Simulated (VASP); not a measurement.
Band structure of AlP. All values below come from PBE GGA, VASP's PBE PAW potentials (set 64) (plane waves; VASP 6.6.1).

The cell holds a wide vacuum, so values per volume refer to the whole cell.

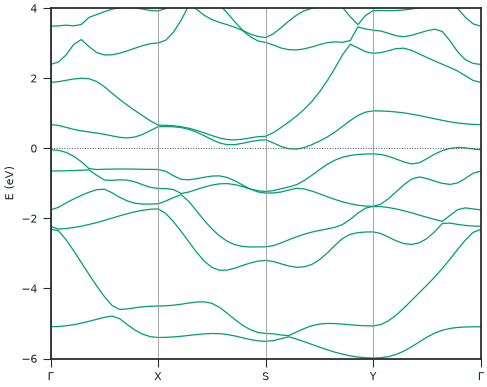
Bands along high-symmetry lines, zero at the valence-band maximum or, without a gap, the Fermi level

Question: Read the plot: is there a gap, and where are the band edges?

Answer: It has no gap at this level: it comes out as a metal or semimetal.

The cell is a sheet with vacuum, built from a generated structure.
